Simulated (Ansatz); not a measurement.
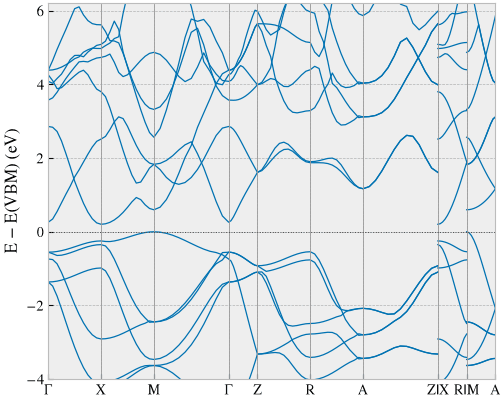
Fig. 1. Band structure from plane-wave PAW PBE (Ansatz code)

Q: Read off the gap and where the band edges lie.

A: About 0.2 eV (0.20 eV by a search for the band edges); maximum at M, minimum at X.

The material is MgTe in space group P4_2/mmc (No. 131; Mg on 2c, Te on 2e).

A made-up cell: these elements were put on the sites of a structure type; neither database checked (COD, Materials Project) lists it. COD files the formula under space group No. 186, so this cell is another polymorph or a model. Its standing as an ambient phase is unchecked. Symmetry was held in the PBE relaxation; its stability against distortions is not shown here. Spin–orbit coupling is left out wherever it is not named.

Potentials: the later of the program's two PAW sets.
